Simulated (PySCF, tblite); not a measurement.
**C₅H₁₁NO₂Si₂: geometry, infrared bands and NMR shifts**

Wanted: the infrared bands and NMR shifts of C₅H₁₁NO₂Si₂ (`CO[Si@H]([SiH2]O)n1cccc1`), by calculation.

Programs: tblite 0.8.0 and PySCF 2.14.0, with density-fitted response routines of our own. Each step states its level of theory. These are calculated values for one molecule in the gas phase, unless marked as measured. Atoms are numbered from 0 throughout.

### Step 1. The molecule as given

21 atoms, charge 0, multiplicity 1; geometry from: force field or distance geometry start.

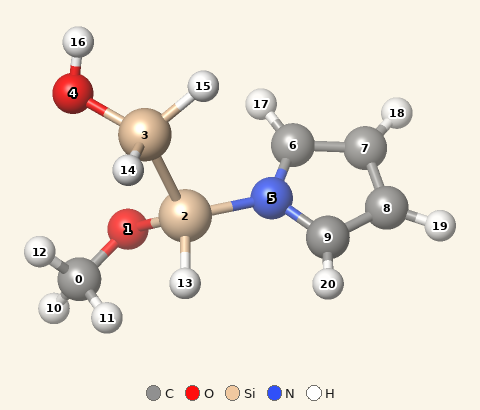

The starting geometry (carbon grey, oxygen red, silicon light orange, nitrogen blue, hydrogen white), atoms numbered.

### Step 2. Geometry optimisation with GFN2-xTB

Job settings and geometry (Å):

```
{"job": {"kind": "relax", "xc": "GFN2-xTB", "basis": "xTB"}, "charge": 0, "multiplicity": 1}
C     -2.586600    -1.224000    -1.184100
O     -1.373500    -0.578700    -1.448000
Si    -0.654700    -0.250900     0.095100
Si    -1.383800     1.685300     0.957700
O     -2.306900     2.564800    -0.151000
N      1.107100    -0.352300     0.058400
C      1.940400     0.373200    -0.692400
C      3.264100     0.018400    -0.440900
C      3.176800    -0.994800     0.521900
C      1.830900    -1.198500     0.819700
H     -2.952600    -1.844100    -2.010900
H     -2.450000    -1.891000    -0.313700
H     -3.342300    -0.433600    -0.879000
H     -1.170300    -1.326000     0.977500
H     -2.190700     1.371900     2.152800
H     -0.194400     2.420500     1.423900
H     -2.030400     3.528400    -0.074800
H      1.684900     1.139600    -1.409800
H      4.144000     0.420400    -0.889500
H      4.027000    -1.500300     0.951700
H      1.451900    -1.911400     1.535300
```

Run with:

```bash
> OMP_NUM_THREADS=1 python probes_run.py task.json out
```

One launch serves the whole session: the jobs run in the order shown.

Log:

```text
step      E/eV     max force
  0    -840.69614    2.632
  1    -841.04569    1.318
  2    -841.14216    0.711
  3    -841.21750    0.979
  4    -841.31328    0.873
  5    -841.37975    0.554
  6    -841.42636    0.539
  7    -841.46069    0.561
  8    -841.49383    0.483
  9    -841.52222    0.516
 10    -841.54409    0.371
 11    -841.56185    0.363
 12    -841.57958    0.413
 13    -841.59898    0.328
 14    -841.61351    0.241
 15    -841.62234    0.258
 16    -841.63136    0.259
 17    -841.64118    0.261
 18    -841.65052    0.228
 19    -841.65892    0.256
 20    -841.66708    0.243
 21    -841.67425    0.229
 22    -841.68077    0.201
 23    -841.68566    0.163
 24    -841.69055    0.168
 25    -841.69568    0.171
 26    -841.70232    0.202
 27    -841.70645    0.204
 28    -841.71138    0.160
 29    -841.71611    0.206
 30    -841.72144    0.168
 31    -841.72603    0.151
 32    -841.72962    0.123
 33    -841.73255    0.123
 34    -841.73559    0.292
 35    -841.73859    0.129
 36    -841.74181    0.113
 37    -841.74529    0.117
 38    -841.74798    0.171
 39    -841.75226    0.207
 40    -841.75573    0.161
 41    -841.75819    0.111
 42    -841.76030    0.119
 43    -841.76255    0.141
 44    -841.76499    0.146
 45    -841.76778    0.132
 46    -841.77076    0.133
 47    -841.77376    0.147
 48    -841.77676    0.173
 49    -841.77937    0.116
 50    -841.78089    0.081
 51    -841.78181    0.104
 52    -841.78283    0.082
 53    -841.78391    0.065
 54    -841.78503    0.069
 55    -841.78574    0.078
 56    -841.78663    0.077
 57    -841.78754    0.073
 58    -841.78867    0.094
 59    -841.78975    0.090
 60    -841.79059    0.057
 61    -841.79113    0.049
 62    -841.79154    0.055
 63    -841.79196    0.046
 64    -841.79237    0.041
 65    -841.79269    0.046
 66    -841.79296    0.038
 67    -841.79321    0.041
 68    -841.79346    0.032
 69    -841.79366    0.031
 70    -841.79383    0.031
 71    -841.79402    0.038
 72    -841.79430    0.049
 73    -841.79465    0.048
 74    -841.79500    0.040
 75    -841.79529    0.043
 76    -841.79556    0.038
 77    -841.79587    0.047
 78    -841.79621    0.044
 79    -841.79658    0.049
 80    -841.79696    0.050
 81    -841.79732    0.038
 82    -841.79769    0.042
 83    -841.79812    0.054
 84    -841.79865    0.080
 85    -841.79925    0.079
 86    -841.79977    0.039
 87    -841.80008    0.030
 88    -841.80033    0.036
 89    -841.80065    0.049
 90    -841.80107    0.057
 91    -841.80146    0.038
 92    -841.80169    0.023
 93    -841.80178    0.018
 94    -841.80183    0.017
 95    -841.80189    0.017
 96    -841.80197    0.018
 97    -841.80204    0.019
 98    -841.80213    0.020
 99    -841.80223    0.026
100    -841.80234    0.036
101    -841.80248    0.040
102    -841.80266    0.037
103    -841.80291    0.039
104    -841.80323    0.038
105    -841.80361    0.047
106    -841.80397    0.044
107    -841.80430    0.047
108    -841.80469    0.044
109    -841.80524    0.070
110    -841.80595    0.133
111    -841.80688    0.155
112    -841.80754    0.085
113    -841.80833    0.131
114    -841.80878    0.082
115    -841.80957    0.058
116    -841.80996    0.106
117    -841.81050    0.089
118    -841.81122    0.117
119    -841.81210    0.142
120    -841.81312    0.103
121    -841.81378    0.106
122    -841.81482    0.111
123    -841.81596    0.106
124    -841.81808    0.118
125    -841.81864    0.097
126    -841.81980    0.064
127    -841.82056    0.147
128    -841.82125    0.056
129    -841.82192    0.041
130    -841.82252    0.100
131    -841.82297    0.090
132    -841.82340    0.077
133    -841.82424    0.048
134    -841.82473    0.067
135    -841.82528    0.075
136    -841.82576    0.056
137    -841.82618    0.067
138    -841.82664    0.053
139    -841.82716    0.053
140    -841.82830    0.084
141    -841.82880    0.059
142    -841.82943    0.052
143    -841.82985    0.126
144    -841.83027    0.064
145    -841.83080    0.062
146    -841.83178    0.236
147    -841.83281    0.103
148    -841.83386    0.060
149    -841.83460    0.133
150    -841.83558    0.064
151    -841.83729    0.032
152    -841.83847    0.124
153    -841.83935    0.045
154    -841.84010    0.051
155    -841.84071    0.059
156    -841.84134    0.053
157    -841.84182    0.044
158    -841.84244    0.049
159    -841.84280    0.060
160    -841.84352    0.063
161    -841.84465    0.119
162    -841.84559    0.070
163    -841.84628    0.085
164    -841.84700    0.056
165    -841.84782    0.069
166    -841.84931    0.061
167    -841.85020    0.070
168    -841.85105    0.119
169    -841.85219    0.054
170    -841.85276    0.038
171    -841.85336    0.051
172    -841.85353    0.024
173    -841.85367    0.027
174    -841.85391    0.024
175    -841.85402    0.023
176    -841.85412    0.024
177    -841.85421    0.029
178    -841.85431    0.035
179    -841.85442    0.039
180    -841.85455    0.040
181    -841.85469    0.034
182    -841.85485    0.027
183    -841.85504    0.025
184    -841.85521    0.027
185    -841.85533    0.024
186    -841.85540    0.021
187    -841.85545    0.018
188    -841.85550    0.017
189    -841.85555    0.010
190    -841.85559    0.012
191    -841.85563    0.012
192    -841.85565    0.012
193    -841.85567    0.009
```

Wall time 2.3 s (1 thread of Intel Xeon 6975P-C, shared host).

Relaxation path: (not every step is listed)

| step | energy from step 0 (eV) | largest force (eV/Å) |
| --- | --- | --- |
| 0 | 0.0000 | 2.6317 |
| 1 | -0.3496 | 1.3184 |
| 2 | -0.4460 | 0.7112 |
| 3 | -0.5214 | 0.9790 |
| 4 | -0.6171 | 0.8731 |
| 5 | -0.6836 | 0.5545 |
| 6 | -0.7302 | 0.5394 |
| 7 | -0.7645 | 0.5605 |
| 8 | -0.7977 | 0.4831 |
| 26 | -1.0062 | 0.2020 |
| 44 | -1.0688 | 0.1463 |
| 62 | -1.0954 | 0.0553 |
| 80 | -1.1008 | 0.0498 |
| 98 | -1.1060 | 0.0203 |
| 116 | -1.1138 | 0.1061 |
| 134 | -1.1286 | 0.0666 |
| 152 | -1.1423 | 0.1244 |
| 170 | -1.1566 | 0.0383 |
| 188 | -1.1594 | 0.0166 |
| 189 | -1.1594 | 0.0103 |
| 190 | -1.1594 | 0.0119 |
| 191 | -1.1595 | 0.0118 |
| 192 | -1.1595 | 0.0119 |
| 193 | -1.1595 | 0.0088 |

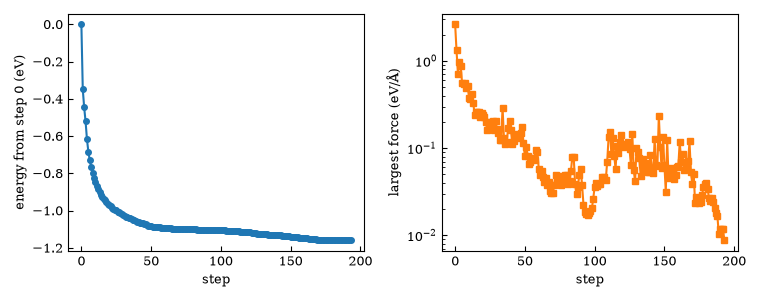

Energy and largest force along the relaxation.

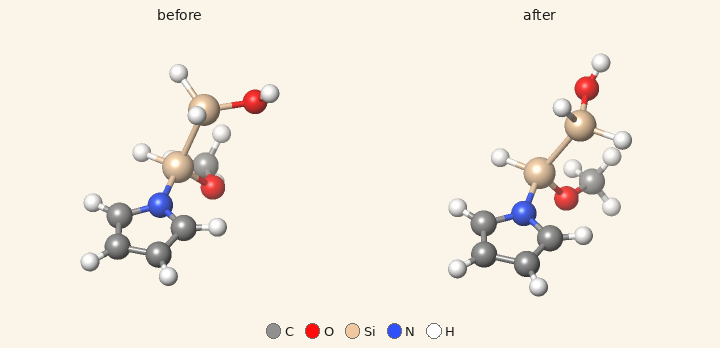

The geometry before (left) and after (right).

Close pairs (by a distance rule), those that changed most:

| bond | before (Å) | after (Å) | change (Å) |
| --- | --- | --- | --- |
| O1–Si2 | 1.734 | 1.625 | -0.108 |
| Si3–O4 | 1.690 | 1.634 | -0.056 |
| Si2–Si3 | 2.242 | 2.296 | +0.055 |
| O4–H16 | 1.005 | 0.954 | -0.051 |
| C0–H12 | 1.135 | 1.093 | -0.043 |
| C8–C9 | 1.393 | 1.361 | -0.032 |
| C6–C7 | 1.393 | 1.362 | -0.032 |
| N5–C6 | 1.336 | 1.368 | +0.032 |

The next job starts from the end point, and lists it.

### Step 3. Vibrational analysis with GFN2-xTB

Job settings and geometry (Å):

```
{"job": {"kind": "ir", "xc": "GFN2-xTB", "basis": "xTB"}, "charge": 0, "multiplicity": 1}
C     -2.431757    -0.847682    -1.595432
O     -1.142272    -0.920700    -1.064998
Si    -0.633290    -0.394252     0.385920
Si    -1.213259     1.798098     0.747968
O     -2.818280     1.679108     1.030907
N      1.101309    -0.536030     0.233742
C      1.884283     0.154961    -0.649202
C      3.195923    -0.121980    -0.410786
C      3.230552    -1.022654     0.679528
C      1.938329    -1.247179     1.044663
H     -2.370020    -1.044781    -2.666219
H     -3.077853    -1.594687    -1.128711
H     -2.867881     0.140207    -1.428612
H     -0.993062    -1.380226     1.417507
H     -0.559441     2.463877     1.883083
H     -1.024103     2.724239    -0.385328
H     -3.349391     2.428029     1.289744
H      1.434281     0.788399    -1.388272
H      4.041756     0.264385    -0.945886
H      4.107576    -1.447247     1.128121
H      1.537680    -1.866944     1.821792
```

Log:

```text
mode    cm-1     km/mol
  1     -22.7      0.12
  2      22.3      0.10
  3      56.3      0.18
  4      79.3      1.06
  5      84.3      0.35
  6      91.3      0.79
  7     161.0      5.99
  8     167.9      1.53
  9     188.2      2.09
 10     260.3      6.40
 11     267.4     11.44
 12     321.4     76.28
 13     438.0     66.97
 14     457.0     31.80
 15     539.5     35.28
 16     577.1      0.01
 17     589.8      4.10
 18     610.9     59.16
 19     653.5    566.48
 20     690.7    153.75
 21     733.1     40.13
 22     765.7      8.18
 23     773.6     99.69
 24     778.3    106.00
 25     814.2     90.94
 26     817.8      4.04
 27     833.8      0.07
 28     841.0      5.12
 29     844.8    269.94
 30     871.4    133.23
 31     931.5      5.57
 32    1078.0     29.73
 33    1083.6      2.72
 34    1101.5     67.43
 35    1133.0     54.22
 36    1135.5     54.80
 37    1158.8    152.88
 38    1197.8      6.58
 39    1264.7    173.37
 40    1338.0      3.72
 41    1410.2     26.27
 42    1417.1      0.91
 43    1475.7    173.82
 44    1477.2      3.87
 45    1486.4      2.80
 46    1565.3      0.82
 47    2136.1    249.81
 48    2170.8    426.79
 49    2202.6    243.83
 50    2952.1     32.33
 51    2964.8     39.72
 52    2992.7     23.70
 53    3145.1      6.55
 54    3150.7     38.13
 55    3159.4     81.36
 56    3167.8     29.81
 57    3647.2      6.60
```

Wall time 0.99 s (1 thread of Intel Xeon 6975P-C, shared host).

Which atoms move in the most intense modes:

| cm⁻¹ | km/mol | atoms |
| --- | --- | --- |
| 654 | 566.5 | H13 60 %, H15 14 % |
| 691 | 153.8 | H13 80 % |
| 845 | 269.9 | H15 45 %, H14 41 % |
| 1265 | 173.4 | N5 42 %, C8 20 %, C7 19 % |
| 1476 | 173.8 | C6 29 %, C9 29 %, C7 10 % |
| 2136 | 249.8 | H15 84 % |
| 2171 | 426.8 | H13 92 % |
| 2203 | 243.8 | H14 88 % |

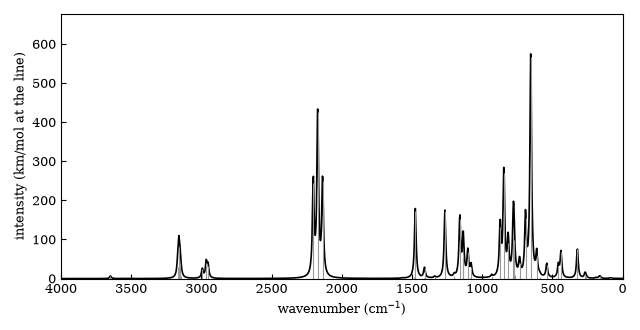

The infrared spectrum from these modes, unscaled. Lines are broadened to a width of 14 cm⁻¹ (Lorentzian).

### Step 4. NMR shieldings: PBE0/pcSseg-1

The job, as its differences from that of step 3:

```diff
@@ -1,2 +1,2 @@
-{"job": {"kind": "ir", "xc": "GFN2-xTB", "basis": "xTB"}, "charge": 0, "multiplicity": 1}
+{"job": {"kind": "nmr", "xc": "PBE0", "basis": "pcSseg-1"}, "charge": 0, "multiplicity": 1}
 C     -2.431757    -0.847682    -1.595432
```

With the program's defaults for keys left out, this is: GIAO PBE0/pcSseg-1 NMR shielding, non-relativistic, gas phase.

Log:

```text
coarse grid: 18736 points
cycle   1  E = -980.3705968081  dE =  1.725e+00  |g| = 1.003e+00  |ddm| = 4.264e+00
cycle   2  E = -980.0622504102  dE =  3.083e-01  |g| = 1.611e+00  |ddm| = 2.474e+00
cycle   3  E = -980.5577035839  dE = -4.955e-01  |g| = 1.330e-01  |ddm| = 1.811e+00
cycle   4  E = -980.5605172624  dE = -2.814e-03  |g| = 7.155e-02  |ddm| = 1.744e-01
cycle   5  E = -980.5615341570  dE = -1.017e-03  |g| = 1.781e-02  |ddm| = 6.515e-02
cycle   6  E = -980.5615874909  dE = -5.333e-05  |g| = 7.643e-03  |ddm| = 1.874e-02
cycle   7  E = -980.5616008193  dE = -1.333e-05  |g| = 1.509e-03  |ddm| = 7.792e-03
cycle   8  E = -980.5616013030  dE = -4.837e-07  |g| = 5.509e-04  |ddm| = 1.928e-03
final grid: 172392 points
cycle   9  E = -980.6373638905  dE = -3.409e-05  |g| = 1.130e-02  |ddm| = 2.985e-02
cycle  10  E = -980.6373415455  dE =  2.235e-05  |g| = 1.582e-02  |ddm| = 2.010e-02
cycle  11  E = -980.6373894790  dE = -4.793e-05  |g| = 1.740e-03  |ddm| = 1.231e-02
cycle  12  E = -980.6373901238  dE = -6.449e-07  |g| = 3.125e-04  |ddm| = 1.755e-03
cycle  13  E = -980.6373901402  dE = -1.639e-08  |g| = 1.625e-04  |ddm| = 4.311e-04
cycle  14  E = -980.6373901465  dE = -6.278e-09  |g| = 4.266e-05  |ddm| = 1.848e-04
cycle  15  E = -980.6373901469  dE = -3.622e-10  |g| = 1.072e-05  |ddm| = 3.908e-05
converged SCF energy = -980.6373901469

GIAO shielding tensors (ppm)
atom      isotropic    diamagn.    paramagn.     s11        s22        s33       span
  0 C      134.748     241.902    -107.154    108.437    111.816    183.992     75.555
  1 O      317.892     401.359     -83.468    268.989    320.124    364.562     95.572
  2 Si     366.021     883.622    -517.601    333.016    363.942    401.105     68.089
  3 Si     380.480     880.057    -499.577    319.409    347.197    474.833    155.424
  4 O      342.381     385.781     -43.401    284.060    350.410    392.672    108.612
  5 N       80.208     330.126    -249.919      5.469     28.062    207.092    201.623
  6 C       60.743     251.849    -191.106    -21.134     63.155    140.208    161.342
  7 C       67.976     258.951    -190.975    -17.234     59.910    161.251    178.486
  8 C       70.917     259.693    -188.775    -11.578     61.617    162.712    174.290
  9 C       60.242     248.913    -188.671    -19.950     66.503    134.173    154.123
 10 H       27.611      27.839      -0.228     23.196     25.327     34.309     11.113
 11 H       27.770      27.524       0.246     23.612     25.279     34.419     10.807
 12 H       27.468      28.851      -1.383     22.692     26.885     32.826     10.134
 13 H       25.995      31.801      -5.806     22.272     24.454     31.258      8.987
 14 H       26.540      29.973      -3.433     22.807     26.524     30.290      7.483
 15 H       25.980      30.673      -4.692     22.446     25.584     29.910      7.464
 16 H       31.238      29.179       2.059     22.579     25.082     46.053     23.474
 17 H       25.086      33.453      -8.367     21.178     25.472     28.608      7.429
 18 H       25.094      32.106      -7.012     22.604     25.573     27.104      4.500
 19 H       25.257      31.341      -6.084     22.827     25.628     27.316      4.490
 20 H       25.115      30.870      -5.755     21.351     25.943     28.053      6.702
```

Run time: 42 s. Hardware: 1 thread of Intel Xeon 6975P-C, shared host; peak memory 1.1 GiB.

The references, computed at this level on geometries of the same kind, shield at (ppm): 1H TMS 31.72, 13C TMS 186.9, 29Si TMS 349.2, 15N NH3 267.7, 17O H2O 336.1. Their shielding less the atom's gives the shift. The references are single molecules in the gas phase, so shifts against H2O, NH3, PH3, H3PO4 or CFCl3 are not on the usual liquid scales and can be off by tens of ppm. Atoms listed in one row are averaged.

| atoms | environment | σ (ppm) | δ (ppm) | δ scaled to CDCl3 |
| --- | --- | --- | --- | --- |
| C6, C9 | aromatic CH next to a ring nitrogen | 60.5 | 126.4 | 121.5 |
| C7, C8 | aromatic CH | 69.4 | 117.5 | 112.7 |
| C0 | methyl carbon bonded to O | 134.7 | 52.2 | 49.0 |
| H17, H20 | hydrogen on an aromatic CH next to a ring nitrogen | 25.10 | 6.62 | 6.34 |
| H18, H19 | hydrogen on an aromatic CH | 25.18 | 6.54 | 6.27 |
| H15 | hydrogen on a silicon bonded to O, Si | 25.98 | 5.74 | – |
| H13 | hydrogen on a silicon bonded to N, O, Si | 25.99 | 5.72 | – |
| H14 | hydrogen on a silicon bonded to O, Si | 26.54 | 5.18 | – |
| H10, H11, H12 | hydrogen on a methyl carbon bonded to O | 27.62 | 4.10 | 3.97 |
| H16 | hydrogen on an oxygen bonded to Si | 31.24 | 0.48 | – |
| O1 | oxygen bonded to C, Si | 317.9 | 18.2 | – |
| O4 | oxygen bonded to Si, H | 342.4 | -6.3 | – |
| Si2 | silicon bonded to N, O, Si, H | 366.0 | -16.9 | – |
| Si3 | silicon bonded to O, Si, 2 H | 380.5 | -31.3 | – |
| N5 | pyrrole-type ring nitrogen | 80.2 | 187.5 | – |

The scaled column applies a straight-line fit of computed shieldings to shifts measured in CDCl3 (root-mean-square error 0.16 ppm for H, 1.9 ppm for C).

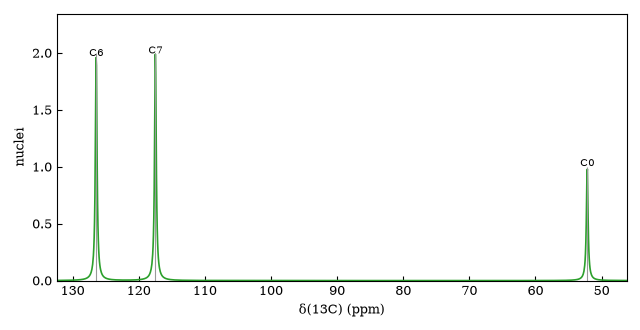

13C lines at the computed shifts, without couplings. Lines are broadened to a width of 0.30 ppm (Lorentzian).

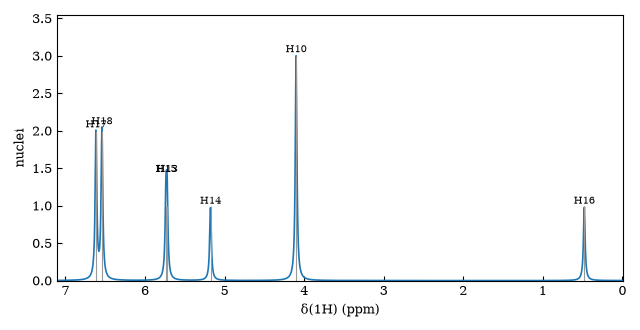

1H lines at the computed shifts, without couplings. Lines are broadened to a width of 0.02 ppm (Lorentzian).

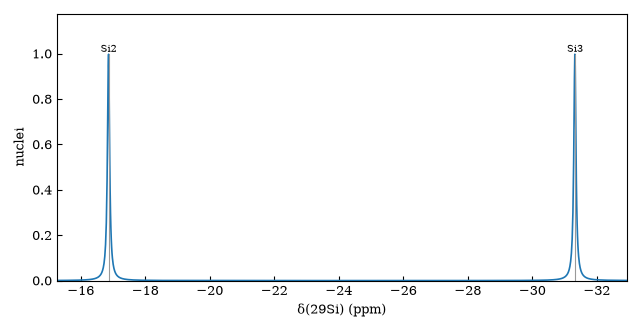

29Si lines at the computed shifts, without couplings. Lines are broadened to a width of 0.08 ppm (Lorentzian).

Charges from the same density, by scheme (e):

| atoms | Mulliken | IAO | Hirshfeld | ESP fit |
| --- | --- | --- | --- | --- |
| C0 | -0.02 | -0.20 | -0.03 | -0.22 |
| O1 | -0.62 | -0.64 | -0.22 | -0.30 |
| Si2 | 0.78 | 0.98 | 0.38 | 0.45 |
| Si3 | 0.54 | 0.68 | 0.30 | 0.49 |
| O4 | -0.58 | -0.81 | -0.31 | -0.71 |
| N5 | -0.68 | -0.35 | -0.11 | 0.01 |
| C6, C9 | 0.15 | -0.11 | -0.04 | -0.26 |
| C7, C8 | -0.17 | -0.22 | -0.10 | -0.20 |

IAO charges:

C0 -0.20; O1 -0.64; Si2 0.98; Si3 0.68; O4 -0.81; N5 -0.35; C6 -0.12; C7 -0.22; C8 -0.22; C9 -0.11; H10 0.16; H11 0.13; H12 0.13; H13 -0.14; H14 -0.14; H15 -0.14; H16 0.37; H17 0.15; H18 0.16; H19 0.16; H20 0.15

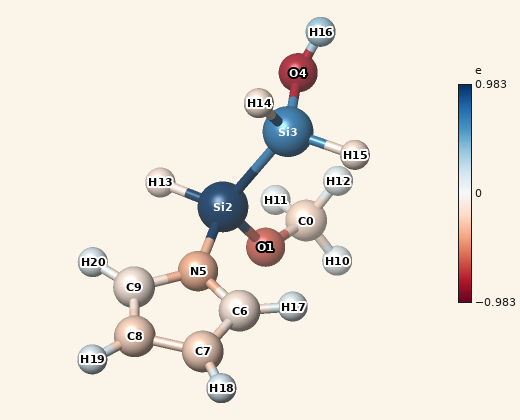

IAO charges, as colours on the atoms.

Mayer bond orders: C0–O1 0.90, O1–Si2 0.99, Si2–Si3 0.91, Si3–O4 0.98, Si2–N5 0.80, N5–C6 1.12, C6–C7 1.55, C7–C8 1.33, C8–C9 1.55, C9–N5 1.13.

Ring of atoms N5, C6, C7, C8, C9: NICS(0) -13.0, NICS(1) -11.2, NICS(1)zz -30.1 ppm (means of both faces).

### Step 5. Summary of results

```
                                                               quantity                                         value
                              strongest single infrared mode (GFN2-xTB)                          654 cm⁻¹, 566 km/mol
                                           zero-point energy (GFN2-xTB)                                 94.7 kcal/mol
13C shifts against TMS (PBE0/pcSseg-1, means over atoms taken as alike)                        126.4, 117.5, 52.2 ppm
 1H shifts against TMS (PBE0/pcSseg-1, means over atoms taken as alike)  6.62, 6.54, 5.74, 5.72, 5.18, 4.10, 0.48 ppm
                                 17O shifts against H2O (PBE0/pcSseg-1)                                18.2, -6.3 ppm
                                29Si shifts against TMS (PBE0/pcSseg-1)                              -16.9, -31.3 ppm
                                 15N shifts against NH3 (PBE0/pcSseg-1)                                     187.5 ppm
```

**Reading.** The optimisation took 193 steps and gained 1.160 eV; among the close pairs (by a distance rule), O1–Si2 changed most, from 1.734 to 1.625 Å. The lowest mode is imaginary (23i cm⁻¹), so the xTB geometry is not a minimum. The strongest single mode, at 654 cm⁻¹, moves mainly H13. Unscaled tight-binding wavenumbers are off by several per cent, some by more. Its intensities can rank the bands wrongly. At PBE0/pcSseg-1: Shielding is most anisotropic at N5 (span 202 ppm, paramagnetic term -250 ppm). NICS(1)zz of -30 ppm above the planar ring from N5 marks a diatropic (aromatic) ring current.
